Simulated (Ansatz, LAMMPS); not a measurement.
# Forces and charges in liquid 62P2O5-12Al2O3-27MgO (mol %) at 3000 K (141 atoms)

Wanted: forces, charges and levels of liquid 62P2O5-12Al2O3-27MgO (mol %) at 3000 K (141 atoms).

Calculated with Ansatz 0.2.0; Kohn-Sham DFT, PBE, PAW (set soft_2), plane waves.

### 1. Starting point

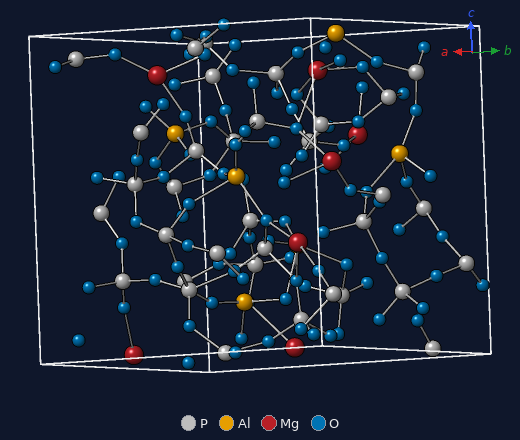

The cell as given, slightly off an axis (phosphorus light grey, aluminium orange, magnesium red, oxygen blue). Bonds to atoms that aren't drawn are left out. Some periodic images of atoms are drawn too.

The cell holds 141 atoms: 32 P, 6 Al, 7 Mg and 96 O. Cell: a = 12.417 Å, b = 12.417 Å, c = 12.417 Å, α = 90.0°, β = 90.0°, γ = 90.0°. 141 atoms (32 P, 6 Al, 7 Mg, 96 O) placed at random at 2.48 g/cm³, melted at 4000 K for 10 ps at fixed volume with the Morse and Coulomb pair potential with partial charges (Pedone, Malavasi, Menziani, Cormack and Segre, J. Phys. Chem. B 110, 11780 (2006)). Snapshot at the end of a hold of 10 ps at 3000 K and fixed volume.

Limits known from the start: The starting topology of bonds comes from the classical model, and needn't be the one that DFT or experiment would give. Sampling is at Γ alone, for a cell whose shortest periodic width is 12 Å.

### 2. Making the structure

A classical potential supplies the starting structure, since it reaches far longer times than DFT.

This step: classical MD, Morse and Coulomb pair potential with partial charges (Pedone, Malavasi, Menziani, Cormack and Segre, J. Phys. Chem. B 110, 11780 (2006)) (LAMMPS 22 Jul 2025 - Update 4).

Contents of in.lmp:

```
# melt-quench of P32Al6Mg7O96
units metal
atom_style charge
boundary p p p
region box block 0 12.4168 0 12.4168 0 12.4168
create_box 4 box
mass 1 30.9738   # P
mass 2 26.9815   # Al
mass 3 24.3050   # Mg
mass 4 15.9990   # O
create_atoms 1 random 32 436709 NULL overlap 1.5 maxtry 2000
create_atoms 2 random 6 436716 NULL overlap 1.5 maxtry 2000
create_atoms 3 random 7 436723 NULL overlap 1.5 maxtry 2000
create_atoms 4 random 96 436730 NULL overlap 1.5 maxtry 2000
pair_style hybrid/overlay pedone 5.5 coul/long 8.0
pair_coeff * * coul/long
pair_coeff 1 4 pedone 0.831326 2.585833 1.800790 1   # P-O
pair_coeff 2 4 pedone 0.361581 1.900442 2.164818 0.9   # Al-O
pair_coeff 3 4 pedone 0.038908 2.281000 2.586153 5   # Mg-O
pair_coeff 4 4 pedone 0.042395 1.379316 3.618701 22   # O-O
set type 1 charge 3
set type 2 charge 1.8
set type 3 charge 1.2
set type 4 charge -1.2
kspace_style pppm 1.0e-4
neigh_modify delay 0 every 1 check yes
thermo_style custom step time temp pe press density
thermo_modify norm yes
timestep 0.002
thermo 100
min_style cg
minimize 1e-4 1e-4 200 2000
reset_timestep 0
velocity all create 4000 436710 mom yes dist gaussian
# [... 14 lines left out ...]
compute msd all msd com yes
thermo 1250
fix md all nvt temp 3000 3000 0.2
run 5000 post no
print "== T3000: mean square displacement over the hold $(c_msd[4]:%.2f) A^2"
unfix md
uncompute msd
write_dump all custom T3000.dump id type xs ys zs modify sort id
```

Launch:

```
$ lmp -in in.lmp -log none -nocite
```

Numbers of over 12 decimals in the logs are rounded to 6 here.

The log of the run:

```text
LAMMPS (22 Jul 2025 - Update 4)
Created orthogonal box = (0 0 0) to (12.4168 12.4168 12.4168)
Created 32 atoms
Created 6 atoms
Created 7 atoms
Created 96 atoms
PPPM initialization ...
  G vector (1/distance) = 0.39084174
  grid = 15 15 15
  estimated relative force accuracy = 4.9790479e-05
   Step          Time           Temp          PotEng         Press         Density
         0   0              0             -4.2085342      513155.55      2.4799777
        97   0.194          0             -20.187624     -23658.084      2.4799777
Loop time of 0.110076 s on 1 MPI rank(s) for 97 steps with 141 atoms
Minimization stats:
  Stopping criterion = energy tolerance
[... 18 lines left out ...]
Loop time of 3.39405 s on 1 MPI rank(s) for 5000 steps with 141 atoms
   Step          Time           Temp          PotEng         Press         Density
[... 5 lines left out ...]
Loop time of 3.37516 s on 1 MPI rank(s) for 5000 steps with 141 atoms
   Step          Time           Temp          PotEng         Press         Density
[... 2 lines left out ...]
     12500   25             3246.2496     -19.93626       13275.878      2.4799777
     13750   27.5           2654.9355     -20.016743      2004.4548      2.4799777
     15000   30             2575.2312     -19.999261      30153.461      2.4799777
     16000   32             3109.6454     -19.98521       23171.008      2.4799777
Loop time of 3.3505 s on 1 MPI rank(s) for 5000 steps with 141 atoms
== T3000: mean square displacement over the hold 6.95 A^2
```

Wall time 11 s (1 thread of Arm Neoverse V2, shared host); peak memory 0.076 GiB.

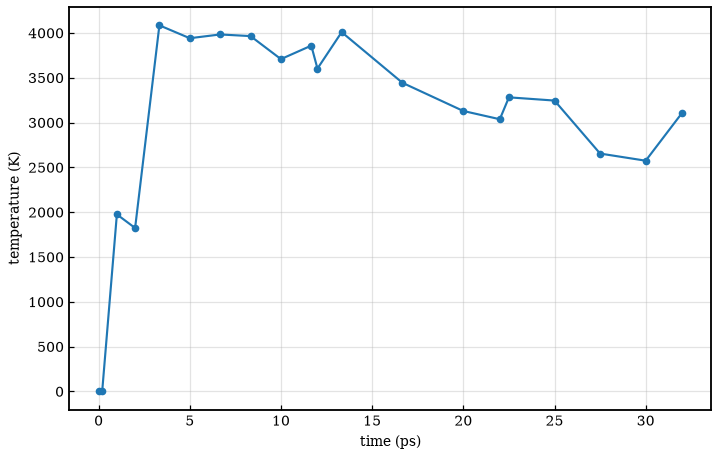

Temperature, plotted against time.

### 3. Plane-wave single point

One self-consistent run at the given positions yields energy and forces.

Contents of input.yaml:

```yaml
crystal:
  lattice:
    - [12.4168, 0.0, 0.0]
    - [0.0, 12.4168, 0.0]
    - [0.0, 0.0, 12.4168]
  atoms:
    - { symbol: P, position: [0.63584, 0.71175, 0.10488] }
    - { symbol: P, position: [0.99356, 0.38074, 0.68562] }
    - { symbol: P, position: [0.17904, 0.8772, 0.86152] }
    - { symbol: P, position: [0.62587, 0.5858, 0.33022] }
    - { symbol: P, position: [0.40592, 0.26781, 0.9793] }
    - { symbol: P, position: [0.70005, 0.35676, 0.21401] }
    - { symbol: P, position: [0.32417, 0.46725, 0.87709] }
    - { symbol: P, position: [0.67911, 0.11021, 0.2551] }
    - { symbol: P, position: [0.2925, 0.33876, 0.43666] }
    - { symbol: P, position: [0.87651, 0.08965, 0.92861] }
    - { symbol: P, position: [0.33312, 0.8936, 0.18828] }
    - { symbol: P, position: [0.61154, 0.00207, 0.47025] }
    - { symbol: P, position: [0.97215, 0.62331, 0.30484] }
    - { symbol: P, position: [0.1273, 0.12574, 0.89319] }
    - { symbol: P, position: [0.35069, 0.59183, 0.66314] }
    - { symbol: P, position: [0.62334, 0.35318, 0.6402] }
    - { symbol: P, position: [0.11089, 0.24169, 0.31242] }
    - { symbol: P, position: [0.12322, 0.99785, 0.27328] }
    - { symbol: P, position: [0.30266, 0.07992, 0.55344] }
    - { symbol: P, position: [0.04245, 0.80582, 0.45397] }
    - { symbol: P, position: [0.19266, 0.59324, 0.19725] }
    - { symbol: P, position: [0.20735, 0.23806, 0.68665] }
    - { symbol: P, position: [0.8869, 0.97881, 0.16255] }
    - { symbol: P, position: [0.01045, 0.80052, 0.0278] }
    - { symbol: P, position: [0.54647, 0.7534, 0.70068] }
    - { symbol: P, position: [0.7296, 0.49533, 0.01373] }
    - { symbol: P, position: [0.83983, 0.70223, 0.70498] }
    - { symbol: P, position: [0.52231, 0.98126, 0.7716] }
    - { symbol: P, position: [0.44345, 0.83069, 0.40256] }
    - { symbol: P, position: [0.95868, 0.56347, 0.93386] }
    - { symbol: P, position: [0.89361, 0.3981, 0.37459] }
    - { symbol: P, position: [0.82129, 0.25069, 0.53955] }
    [... 103 atom lines left out ...]
    - { symbol: O, position: [0.28158, 0.31168, 0.56459] }
    - { symbol: O, position: [0.98029, 0.68024, 0.99836] }
    - { symbol: O, position: [0.60037, 0.7038, 0.79384] }
    - { symbol: O, position: [0.88756, 0.07066, 0.07193] }
    - { symbol: O, position: [0.61233, 0.06931, 0.57741] }
    - { symbol: O, position: [0.53318, 0.87756, 0.70267] }
kpoints:
  mp_grid: { grid: [1, 1, 1] }
hamiltonian:
  xc: pbe
scf:
  occupations: { method: fixed }
output:
  forces: true
  stress: true
  populations: true
  dos:
    method: { smearing: { sigma: 0.1 } }
    de: 0.1
    projected: { site_lists: { Al: [Al], Mg: [Mg], O: [O], P: [P] } }
  eigenvalues: true
  write_density: true
  write_potential: true
  volumetric_format: npy
```

Launch:

```
$ ansatz run input.yaml --threads 8 --pin off --max-ram 15872MiB --backend cpu --events-out ev --progress --plain --runs-dir out
```

The log of the run:

```text
Engine: ansatz 0.2.0, aarch64-unknown-linux-gnu
Pseudopotentials: kind: paw
Pseudopotential: P, paw, valence charge 5, recommended cutoff 420 eV (normal), P.paw.azcp
Pseudopotential: Al, paw, valence charge 3, recommended cutoff 420 eV (normal), Al.paw.azcp
Pseudopotential: Mg, paw, valence charge 10, recommended cutoff 420 eV (normal), Mg.paw.azcp
Pseudopotential: O, paw, valence charge 6, recommended cutoff 420 eV (normal), O.paw.azcp
[... 5 lines on functional and potentials left out ...]
Crystal: 141 atoms, lattice volume = 1914.384 Å³
Basis set: ecut = 420 eV, 37529 PW (Γ), exchange–correlation on 180×180×180 points (8 copies of the dense FFT grid, shifted against one another)
Bands: 553, of which v1, the nominal top of the filled ones, is band 412 counted from 1 (411 counted from 0)
Symmetry: 1 space group operations
Space group: P1 (ITA 1), of the structure as read, at distance tolerance 1.2e-4 Å
k-points: 1
[... 9 lines on functional and potentials left out ...]
Initial density: superposition of atomic densities (neutral atoms: chi_scale 0, normalization atom), corrected by the library's trained network
Initial wavefunctions: pseudopotential atomic-orbital guess
Functional: x = pbe(κ = 0.804, μ = 0.219515), c = pbe(β = 0.066725)
SCF iter   1: F=—  HF=-95354.377653 eV  |F-HF|=—  |Δ(HF+E_count)|=         —  Δρ=8.19e-3  dr2=2.26e0  ethr=1.77e-3  ⟨swp⟩=6.0  Hψ=2190  notcnv=0  defer=139
preconditioner: auto → Resta (q_TF=auto, 2.371 Å⁻¹)  ε∞=3.3  [insulator: Δε(μ)=0.900 eV  Ē_g=15.565 eV  n_scr=436 (ndim 8)  ℏωp=23.5 eV  f_vac=0.179  ε∞_Penn≈3.3]
SCF iter   2: F=—  HF=-95353.929686 eV  |F-HF|=—  |Δ(HF+E_count)|=   4.48e-1  Δρ=1.52e-2  dr2=6.59e0  ethr=2.75e-4  ⟨swp⟩=3.0  Hψ=942  notcnv=0  defer=136  recentre
SCF iter   3: F=—  HF=-95354.155073 eV  |F-HF|=—  |Δ(HF+E_count)|=   2.25e-1  Δρ=6.51e-3  dr2=1.46e0  ethr=2.75e-4  ⟨swp⟩=3.0  Hψ=933  notcnv=0  defer=138
SCF iter   4: F=—  HF=-95353.942237 eV  |F-HF|=—  |Δ(HF+E_count)|=   2.13e-1  Δρ=4.43e-3  dr2=6.99e-1  ethr=1.77e-4  ⟨swp⟩=2.0  Hψ=655  notcnv=0  defer=139
SCF iter   5: F=—  HF=-95353.787257 eV  |F-HF|=—  |Δ(HF+E_count)|=   1.55e-1  Δρ=1.74e-3  dr2=1.11e-1  ethr=8.48e-5  ⟨swp⟩=3.0  Hψ=715  notcnv=0  defer=139
SCF iter   6: F=—  HF=-95353.775358 eV  |F-HF|=—  |Δ(HF+E_count)|=   1.19e-2  Δρ=5.71e-4  dr2=6.34e-3  ethr=1.35e-5  ⟨swp⟩=3.0  Hψ=684  notcnv=0  defer=139
SCF iter   7: F=—  HF=-95353.776765 eV  |F-HF|=—  |Δ(HF+E_count)|=   1.41e-3  Δρ=2.07e-3  dr2=1.38e-1  ethr=7.70e-7  ⟨swp⟩=3.0  Hψ=827  notcnv=0  defer=139
SCF iter   8: F=—  HF=-95353.778910 eV  |F-HF|=—  |Δ(HF+E_count)|=   2.15e-3  Δρ=1.45e-3  dr2=7.16e-2  ethr=7.70e-7  ⟨swp⟩=3.0  Hψ=738  notcnv=0  defer=139
SCF iter   9: F=—  HF=-95353.775877 eV  |F-HF|=—  |Δ(HF+E_count)|=   3.03e-3  Δρ=9.55e-4  dr2=3.12e-2  ethr=7.70e-7  ⟨swp⟩=2.0  Hψ=462  notcnv=0  defer=139
SCF iter  10: F=—  HF=-95353.774473 eV  |F-HF|=—  |Δ(HF+E_count)|=   1.40e-3  Δρ=2.34e-4  dr2=1.88e-3  ethr=7.70e-7  ⟨swp⟩=3.0  Hψ=466  notcnv=0  defer=139
SCF iter  11: F=—  HF=-95353.774438 eV  |F-HF|=—  |Δ(HF+E_count)|=   3.49e-5  Δρ=7.49e-5  dr2=1.97e-4  ethr=2.29e-7  ⟨swp⟩=2.0  Hψ=456  notcnv=0  defer=139
SCF iter  12: F=—  HF=-95353.774389 eV  |F-HF|=—  |Δ(HF+E_count)|=   4.89e-5  Δρ=1.27e-5  dr2=3.76e-6  ethr=2.39e-8  ⟨swp⟩=3.0  Hψ=595  notcnv=0  defer=138
SCF iter  13: F=—  HF=-95353.779008 eV  |F-HF|=—  |Δ(HF+E_count)|=   4.62e-3  Δρ=8.25e-6  dr2=1.57e-6  ethr=4.57e-10  ⟨swp⟩=3.0  Hψ=1437  notcnv=0  defer=139
SCF iter  14: F=—  HF=-95353.779008 eV  |F-HF|=—  |Δ(HF+E_count)|=   2.19e-7  Δρ=5.36e-6  dr2=7.99e-7  ethr=1.91e-10  ⟨swp⟩=3.0  Hψ=713  notcnv=0  defer=139
SCF iter  15: F=—  HF=-95353.779008 eV  |F-HF|=—  |Δ(HF+E_count)|=   5.85e-8  Δρ=2.73e-6  dr2=2.42e-7  ethr=9.69e-11  ⟨swp⟩=2.0  Hψ=708  notcnv=0  defer=139
SCF iter  16: F=—  HF=-95353.779008 eV  |F-HF|=—  |Δ(HF+E_count)|=   1.97e-8  Δρ=3.31e-6  dr2=3.93e-7  ethr=1.21e-11  ⟨swp⟩=27.0  Hψ=6112  notcnv=0
SCF iter  17: F=-95353.779008 eV  HF=-95353.779008 eV  |F-HF|=3.78e-10  |Δ(HF+E_count)|=   1.40e-9  Δρ=4.13e-7  dr2=5.41e-9  ethr=1.21e-11  ⟨swp⟩=8.0  Hψ=3296  notcnv=0
SCF 1 converged in 17 iterations: F = -95353.779008 eV  dr2 = 5.41e-9
  greatest PAW one-centre occupation: 1.000 electrons in one spin orbital (limit 2), on the Mg atom at site 39 (counted from 0), in its partial waves of l = 0
SCF converged after 17 iterations
Free energy (F): -95353.779008 eV
Harris-Foulkes:  -95353.779008 eV  (|F-HF|=3.78e-10)
Internal energy: -95353.779008 eV  (E = F + TS)
E sigma→0 (E₀):  -95353.779008 eV
Fermi energy:    4.744583 eV
--- Per-component energies (eV) ---
  E_band       = -6416.023451
  E_kinetic    = 20234.394379
  E_local      = -66513.709521  (includes V_loc(G=0)·N_el)
  E_nonlocal   = 6318.636099
  E_hartree    = 24500.165452
  E_xc         = -9546.007494
  E_vxc        = -11488.656672  (∫ρ·V_xc dr)
  E_paw        = -38305.202261  (= ΣΔE_a)
  E_vpaw       = -3967.261946  (= ΣTr[D̂ρ^β])
  E_aug_tail   = 0.242083  (compensation charges beyond the density's cutoff)
  E_ewald      = -32042.297745
  E_smearing   = -0.000000  (= −TS)
  E_closure    = -0.000000  (closes the sum)
  Σ components = -95353.779008   (vs F -95353.779008, Δ=0.00e0)
--- Forces (eV/Å), atoms counted from 1 ---
  atom   1  P     -7.63773907    -0.08201668    -4.29958159
  atom   2  P     -3.53502010     6.04954119    -6.86708097
  atom   3  P      0.81831734    -1.32681781     4.40045331
  atom   4  P     -3.79188357     2.02632071     0.00141853
  atom   5  P      3.81683930     0.86225462     2.66713872
  atom   6  P      1.27630609     2.74965059    -0.40996196
  atom   7  P     -0.55342759    -3.36391789    -3.94050187
  atom   8  P      5.05995679    -1.97431803     2.53938911
  atom   9  P      7.00142527     3.01502912    -0.56598218
  atom  10  P     -3.66489218    -4.55290054     2.34396665
  atom  11  P      4.43415592     4.04307762    -3.55755371
  atom  12  P     -0.15143637     4.80226849     5.84499913
  atom  13  P      1.23909074    -0.03547992    -7.78148940
  atom  14  P     -3.04671136     0.73515997     0.78749774
[...]
atom 140  O     -1.96662169    -0.83429102    -1.66644551
  atom 141  O      1.74152588     0.67127427    -4.24284212
  max |Σ_I F_I| component: 4.66e-5 eV/Å
--- Stress (GPa, compression-positive) ---
        4.340542      -1.842609       3.387804
       -1.842610       0.268389       0.003216
        3.387801       0.003215       5.435059
  P = ⅓ Tr σ = 3.3480 GPa (33.480 kbar)
--- Band table (eV) ---
  k-point 0: bands = ["-73.1136", "-72.6055", "-72.0251", "-71.5537", [... 537 levels ...], "13.0871", "13.1332", "13.1606", "13.1982", "13.2385", "13.2498", "13.2866", "13.3264", "13.3582", "13.3838", "13.4431", "13.4802"]
--- Löwdin populations: 141 sites ---
  site symbol       q [e]
     0      P      2.7983
     1      P      2.8408
     2      P      2.7646
[...]
140      O      6.7245
  spilling = 0.016205 (of n_electrons = 824.000000)
```

Elapsed: 48 s, on 8 threads of Arm Neoverse V2, shared host; peak memory 3 GiB.

The run gave:

```yaml
free_energy: -95353.7790 eV
free_energy_per_atom: -676.2679 eV/atom
scf_cycles: 17
pressure: 3.348 GPa
r_m_s_force_component: 2.679 eV/Å
longest_force: 10.29 eV/Å
fermi_energy: 4.745 eV
spacing_of_highest_filled_and_lowest_empty_level: 0.0951 eV
spilling_of_the_projection: 0.01621
```

Length of the force by element:

| element | coordination | atoms | mean length of the force (eV/Å) | spread | least | most |
| --- | --- | --- | --- | --- | --- | --- |
| Al | all | 6 | 4.42 | 3.02 | 1.69 | 9.84 |
| Mg | all | 7 | 2.48 | 0.849 | 1.51 | 4.00 |
| O | all | 96 | 3.60 | 2.12 | 0.599 | 10.3 |
| P | all | 32 | 5.48 | 2.36 | 0.689 | 9.89 |

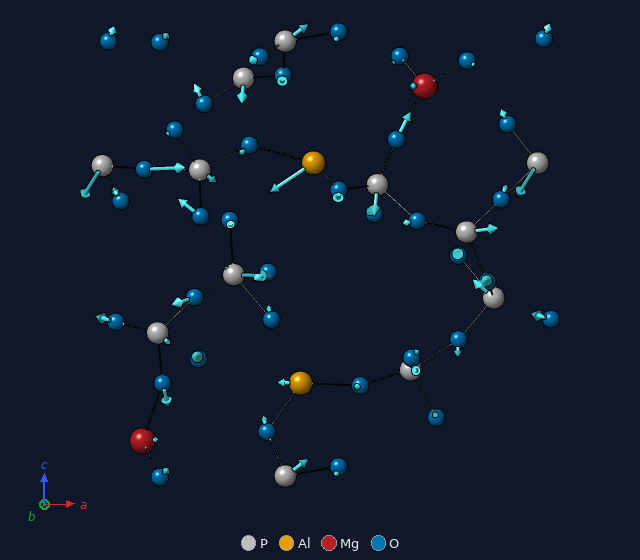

Forces as arrows; the longest in the cell is 10.3 eV/Å. Drawn is a slice 4 Å thick, seen along the normal of the ac plane. Bonds to atoms that aren't drawn are left out.

Löwdin charges by element (they lack the spilled electrons, 0.095 e an atom on average):

| element | coordination | atoms | mean charge (e) | spread | least | most |
| --- | --- | --- | --- | --- | --- | --- |
| Al | all | 6 | 1.36 | 0.028 | 1.31 | 1.39 |
| Mg | all | 7 | 1.65 | 0.0186 | 1.63 | 1.68 |
| O | all | 96 | -0.794 | 0.0865 | -0.996 | -0.653 |
| P | all | 32 | 2.19 | 0.0583 | 2.02 | 2.29 |

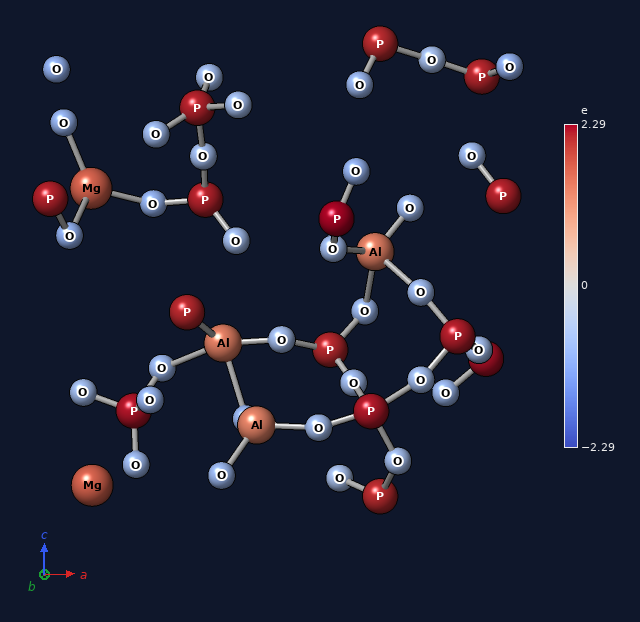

Atoms coloured by Löwdin charge. Drawn is a slice 4 Å thick, seen along the normal of the ac plane. Bonds to atoms that aren't drawn are left out.

Density of states as counts of states in windows of 1 eV (from the Fermi level), total and the larger projections:

| from (eV) | to (eV) | total | O p | P p | O s |
| --- | --- | --- | --- | --- | --- |
| -18 | -17 | 18.1 | 0.6 | 2.9 | 13.9 |
| -17 | -16 | 0.7 | 0.0 | 0.0 | 0.5 |
| -16 | -15 | 7.8 | 3.7 | 0.8 | 1.9 |
| -15 | -14 | 9.2 | 5.4 | 1.3 | 1.1 |
| -14 | -13 | 10.4 | 6.3 | 1.5 | 1.2 |
| -13 | -12 | 13.1 | 8.2 | 2.3 | 1.2 |
| -12 | -11 | 16.3 | 10.6 | 3.3 | 1.0 |
| -11 | -10 | 18.4 | 12.4 | 3.5 | 0.8 |
| -10 | -9 | 18.6 | 12.8 | 2.4 | 1.5 |
| -9 | -8 | 35.9 | 26.3 | 4.0 | 3.0 |
| -8 | -7 | 51.0 | 40.5 | 4.6 | 3.5 |
| -7 | -6 | 67.6 | 56.5 | 4.2 | 3.7 |
| -6 | -5 | 67.6 | 58.7 | 3.3 | 2.8 |
| -5 | -4 | 72.4 | 64.8 | 2.8 | 2.1 |
| -4 | -3 | 78.4 | 72.4 | 1.9 | 1.3 |
| -3 | -2 | 48.1 | 44.8 | 1.1 | 0.6 |
| -2 | -1 | 38.3 | 36.1 | 0.8 | 0.4 |
| -1 | 0 | 22.9 | 21.6 | 0.3 | 0.2 |
| 0 | 1 | 9.4 | 3.6 | 1.4 | 1.1 |
| 1 | 2 | 12.4 | 2.9 | 2.9 | 1.4 |
| 2 | 3 | 13.7 | 2.6 | 2.9 | 1.4 |
| 3 | 4 | 24.7 | 4.4 | 6.3 | 2.4 |
| 4 | 5 | 32.3 | 5.2 | 9.5 | 2.8 |

With fixed occupations the program's Fermi level is the highest filled level.

Between -26 and -18 eV lie 172 more states.

About 57 of the 824 electrons lie in deeper levels, below the stored range.

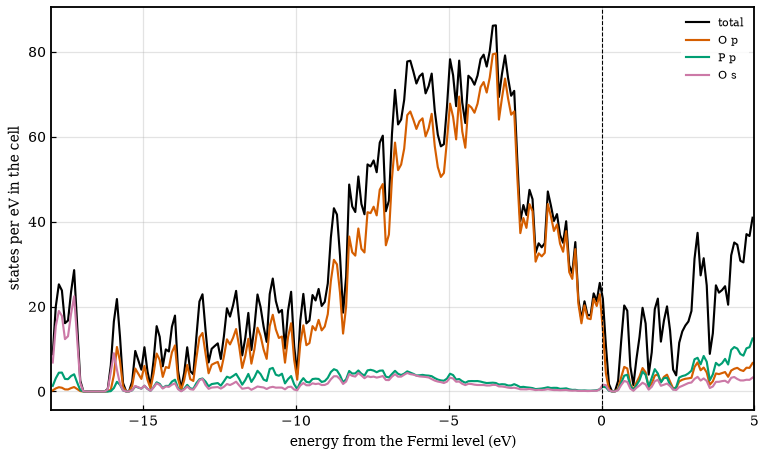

Total and projected density of states, with the broadening of the input.

The levels nearest the highest filled one (over half full), pooled over k-points and spins:

| level less the highest filled one (eV) | occupation |
| --- | --- |
| -0.472 | 2 |
| -0.298 | 2 |
| -0.279 | 2 |
| -0.142 | 2 |
| -0.0626 | 2 |
| 0 | 2 |
| 0.0951 | 0 |
| 0.672 | 0 |
| 0.782 | 0 |
| 0.845 | 0 |
| 1.20 | 0 |
| 1.38 | 0 |

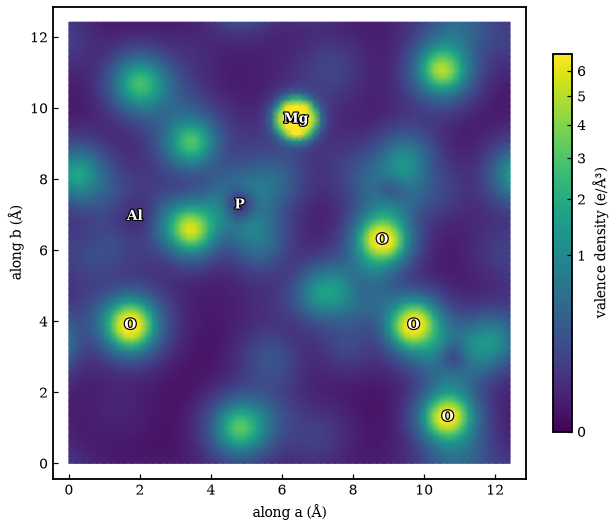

Valence density in the ab plane at fractional z = 0.334, with atoms of P and Al and Mg and O within 0.2 Å of it. It is the smooth field of the valence electrons, not physical close to the nuclei. The map starts off the cell's origin, so that atoms lie inside it. The colour scale is stretched toward low values.

(Part 1 of 2 ends here.)

[Logs are printed without paths, hosts, clocks, repeated set-up lines and the standing remarks that a program may print on its own settings, such as how far it seeks lower states.]

[Hosts, paths, dates, database ids (printed as entryN), source tags and the programs' standing remarks are cut or masked in the printed files.]
